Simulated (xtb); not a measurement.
GaH$_{2}$OF: geometry relaxation (part 1 of 3)

GaH$_{2}$OF, SMILES [OH][GaH][F], computed with GFN1-xTB (xtb 6.7.1).

The geometry comes from this level: PBE0-D4/def2-TZVP.

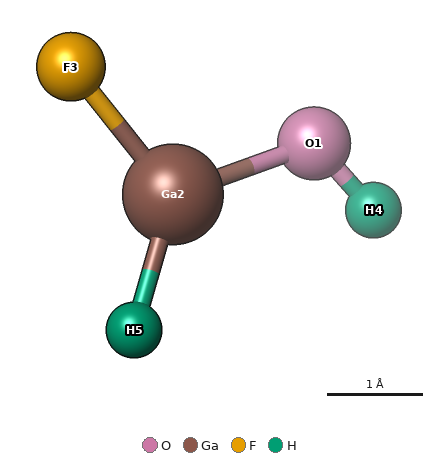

Fig. 1: The input geometry (ball-and-stick view, seen at an oblique angle; atoms are numbered from 1 in the order of the input). Sticks mark near contacts. Bond lengths as drawn: F–Ga 1.75 Å, Ga–H 1.54 Å, Ga–O 1.77 Å and H–O 0.96 Å.

Input (geom.xyz):
```
5

O     -1.13040000    -0.58870000    -0.28380000
Ga     0.38370000     0.28050000     0.01560000
F      0.43830000     1.77780000    -0.88120000
H     -1.21060000    -1.42070000     0.18720000
H      1.56900000    -0.12260000     0.92090000
```

Command:
```bash
xtb geom.xyz --gfn1 --uhf 0 --ohess vtight | tee xtb.out
```

Log:
```
* xtb version 6.7.1
   ID    Z sym.   atoms
    1    8 O      1
    2   31 Ga     2
    3    9 F      3
    4    1 H      4, 5

           -------------------------------------------------
          |                Calculation Setup                |
           -------------------------------------------------

          program call               : xtb geom.xyz --gfn1 --uhf 0 --ohess vtight
          coordinate file            : geom.xyz
          omp threads                :                     1

########################################################################
[WARNING] Please study the warnings concerning your input carefully
-1- prog_main_parseArguments: The use of '--gfn1' is discouraged, please use '--gfn 1' next time
########################################################################

           -------------------------------------------------
          |                 G F N 1 - x T B                 |
           -------------------------------------------------

      * Hamiltonian:
        H0-scaling (s, p, d)           1.850000    2.250000    2.000000
        zeta-weighting                 0.000000
      * Dispersion:
        s8                             2.400000
        a1                             0.630000
        a2                             5.000000
        s9                             0.000000
      * Repulsion:
        kExp                           1.500000
        rExp                           1.000000
      * Coulomb:
        alpha                          2.000000
        third order                    atomic
        anisotropic                    false
      * Halogen bond correction:
        rad-scale                      1.300000
        damping                        0.440000

          ...................................................
          :                      SETUP                      :
          :.................................................:
          :  # basis functions                  22          :
          :  # atomic orbitals                  21          :
          :  # shells                           11          :
          :  # electrons                        18          :
          :  # halogen bonds                     0          :
          :  max. iterations                   250          :
          :  Hamiltonian                  GFN1-xTB          :
          :  restarted?                      false          :
          :  GBSA solvation                  false          :
          :  PC potential                    false          :
          :  electronic temp.          300.0000000     K    :
          :  accuracy                    1.0000000          :
          :  -> integral cutoff          0.2500000E+02      :
          :  -> integral neglect         0.1000000E-07      :
          :  -> SCF convergence          0.1000000E-05 Eh   :
          :  -> wf. convergence          0.2000000E-04 e    :
          :  Broyden damping             0.4000000          :
          :  net charge                          0          :
          :  unpaired electrons                  0          :
          ...................................................

 iter      E             dE          RMSdq      gap      omega  full diag
   1    -12.3383576 -0.123384E+02  0.524E+00    7.08       0.0  T
   2    -12.3433619 -0.500435E-02  0.290E+00    6.75       1.0  T
   3    -12.3430526  0.309365E-03  0.634E-01    6.84       1.0  T
   4    -12.3437141 -0.661559E-03  0.701E-02    6.77       1.0  T
   5    -12.3437267 -0.125286E-04  0.174E-02    6.78       2.6  T
   6    -12.3437271 -0.435470E-06  0.261E-03    6.78      17.1  T
   7    -12.3437271 -0.138912E-07  0.140E-04    6.78     319.7  T
   8    -12.3437271 -0.608402E-11  0.137E-05    6.78    3270.4  T

   *** convergence criteria satisfied after 8 iterations ***

         #    Occupation            Energy/Eh            Energy/eV
      -------------------------------------------------------------
         1        2.0000           -0.7797857             -21.2191
       ...           ...                  ...                  ...
         3        2.0000           -0.5973326             -16.2542
         4        2.0000           -0.5608537             -15.2616
         5        2.0000           -0.5114755             -13.9180
         6        2.0000           -0.5028532             -13.6833
         7        2.0000           -0.4865325             -13.2392
         8        2.0000           -0.4861720             -13.2294
         9        2.0000           -0.4708130             -12.8115 (HOMO)
        10                         -0.2217238              -6.0334 (LUMO)
        11                         -0.1606227              -4.3708
        12                         -0.1346940              -3.6652
        13                         -0.0833897              -2.2691
        14                         -0.0775863              -2.1112
       ...                                ...                  ...
        21                          0.8704719              23.6867
      -------------------------------------------------------------
                  HL-Gap            0.2490892 Eh            6.7781 eV
             Fermi-level           -0.3462684 Eh           -9.4224 eV

 SCC (total)                   0 d,  0 h,  0 min,  0.003 sec
 SCC setup                      ...        0 min,  0.000 sec (  1.906%)
 Dispersion                     ...        0 min,  0.000 sec (  0.871%)
 classical contributions        ...        0 min,  0.000 sec (  0.375%)
 integral evaluation            ...        0 min,  0.001 sec ( 26.931%)
 iterations                     ...        0 min,  0.001 sec ( 31.475%)
 molecular gradient             ...        0 min,  0.001 sec ( 35.636%)
 printout                       ...        0 min,  0.000 sec (  2.532%)

         :::::::::::::::::::::::::::::::::::::::::::::::::::::
         ::                     SUMMARY                     ::
         :::::::::::::::::::::::::::::::::::::::::::::::::::::
         :: total energy             -12.307954452612 Eh    ::
         :: gradient norm              0.022786243111 Eh/a0 ::
         :: HOMO-LUMO gap              6.778061620763 eV    ::
         ::.................................................::
         :: SCC energy               -12.343727114881 Eh    ::
         :: -> electrostatic           0.075842214809 Eh    ::
         :: repulsion energy           0.036477290274 Eh    ::
         :: dispersion energy         -0.000704628005 Eh    ::
         :: halogen bond corr.         0.000000000000 Eh    ::
         :: add. restraining           0.000000000000 Eh    ::
         :: total charge               0.000000000000 e     ::
         :::::::::::::::::::::::::::::::::::::::::::::::::::::

      -----------------------------------------------------------
     |                   =====================                   |
     |                        A N C O P T                        |
     |                   =====================                   |
     |               Approximate Normal Coordinate               |
     |                Rational Function Optimizer                |
      -----------------------------------------------------------
      -----------------------------------------------------------
     |                   =====================                   |
     |                        A N C O P T                        |
     |                   =====================                   |
     |               Approximate Normal Coordinate               |
     |                Rational Function Optimizer                |
      -----------------------------------------------------------

          ...................................................
          :                      SETUP                      :
          :.................................................:
          :   optimization level         verytight          :
          :   max. optcycles                   200          :
          :   ANC micro-cycles                  20          :
          :   degrees of freedom                 9          :
          :.................................................:
          :   RF solver                   davidson          :
          :   write xtbopt.log                true          :
          :   linear?                        false          :
          :   energy convergence         0.1000000E-06 Eh   :
          :   grad. convergence          0.2000000E-03 Eh/α :
          :   maxmium RF displ.          1.0000000          :
          :   Hlow (freq-cutoff)         0.1000000E-01      :
          :   Hmax (freq-cutoff)         5.0000000          :
          :   S6 in model hess.         20.0000000          :
          ...................................................

generating ANC from exact Hessian ...
Using Lindh-Hessian (1995)
 Shifting diagonal of input Hessian by    2.7043723423864135E-003
 Lowest  eigenvalues of input Hessian
    0.000000    0.000000    0.000000    0.000000    0.000000    0.000000
    0.010000    0.023438    0.026944    0.046898    0.138917    0.262589
    0.901646    1.060653    1.379473
 Highest eigenvalues
    0.046898    0.138917    0.262589    0.901646    1.060653    1.379473

........................................................................
.............................. CYCLE    1 ..............................
........................................................................

 iter      E             dE          RMSdq      gap      omega  full diag
   1    -12.3437271 -0.123437E+02  0.520E-07    6.78       0.0  T
   2    -12.3437271 -0.124345E-13  0.206E-07    6.78  100000.0  T
   3    -12.3437271  0.710543E-14  0.977E-08    6.78  100000.0  T
     SCC iter.                  ...        0 min,  0.000 sec
     gradient                   ...        0 min,  0.001 sec
 * total energy  :   -12.3079545 Eh     change       -0.1218581E-11 Eh
   gradient norm :     0.0227863 Eh/α   predicted     0.0000000E+00 (-100.00%)
   displ. norm   :     0.0968326 α      lambda       -0.1652047E-02
   maximum displ.:     0.0728615 α      in ANC's #6, #3, #8, ...

........................................................................
.............................. CYCLE    2 ..............................
........................................................................

 iter      E             dE          RMSdq      gap      omega  full diag
   1    -12.3478461 -0.123478E+02  0.591E-02    7.03       0.0  T
   2    -12.3478530 -0.691428E-05  0.307E-02    7.02       1.5  T
   3    -12.3478534 -0.343860E-06  0.160E-02    7.03       2.8  T
   4    -12.3478535 -0.154397E-06  0.244E-03    7.03      18.3  T
   5    -12.3478536 -0.695259E-08  0.234E-04    7.03     191.5  T
   6    -12.3478536 -0.764651E-10  0.748E-05    7.03     597.9  T
   7    -12.3478536 -0.736478E-11  0.914E-06    7.03    4893.5  T
     SCC iter.                  ...        0 min,  0.000 sec
     gradient                   ...        0 min,  0.001 sec
 * total energy  :   -12.3091227 Eh     change       -0.1168234E-02 Eh
   gradient norm :     0.0144564 Eh/α   predicted    -0.8337687E-03 ( -28.63%)
   displ. norm   :     0.1109930 α      lambda       -0.8253100E-03
   maximum displ.:     0.0869564 α      in ANC's #3, #6, #5, ...

........................................................................
.............................. CYCLE    3 ..............................
........................................................................

 iter      E             dE          RMSdq      gap      omega  full diag
   1    -12.3505844 -0.123506E+02  0.557E-02    7.20       0.0  T
   2    -12.3505874 -0.298917E-05  0.315E-02    7.20       1.4  T
   3    -12.3505874  0.264347E-07  0.101E-02    7.20       4.4  T
   4    -12.3505875 -0.817449E-07  0.675E-04    7.20      66.3  T
   5    -12.3505875 -0.381396E-08  0.184E-04    7.20     243.0  T
   6    -12.3505875 -0.470113E-10  0.191E-05    7.20    2341.6  T
     SCC iter.                  ...        0 min,  0.000 sec
     gradient                   ...        0 min,  0.001 sec
 * total energy  :   -12.3096557 Eh     change       -0.5330207E-03 Eh
   gradient norm :     0.0120707 Eh/α   predicted    -0.4177411E-03 ( -21.63%)
   displ. norm   :     0.0895498 α      lambda       -0.3818447E-03
   maximum displ.:     0.0687545 α      in ANC's #3, #5, #4, ...

........................................................................
.............................. CYCLE    4 ..............................
........................................................................

 iter      E             dE          RMSdq      gap      omega  full diag
   1    -12.3513839 -0.123514E+02  0.412E-02    7.24       0.0  T
   2    -12.3513871 -0.324392E-05  0.208E-02    7.25       2.1  T
   3    -12.3513872 -0.224486E-07  0.758E-03    7.25       5.9  T
   4    -12.3513872 -0.271720E-08  0.837E-04    7.25      53.5  T
   5    -12.3513872 -0.141314E-08  0.140E-04    7.25     318.3  T
   6    -12.3513872 -0.120243E-09  0.284E-05    7.25    1576.8  T
     SCC iter.                  ...        0 min,  0.000 sec
     gradient                   ...        0 min,  0.001 sec
 * total energy  :   -12.3099234 Eh     change       -0.2677253E-03 Eh
   gradient norm :     0.0094624 Eh/α   predicted    -0.1924529E-03 ( -28.12%)
   displ. norm   :     0.0666937 α      lambda       -0.2389104E-03
   maximum displ.:     0.0408244 α      in ANC's #5, #3, #4, ...
```
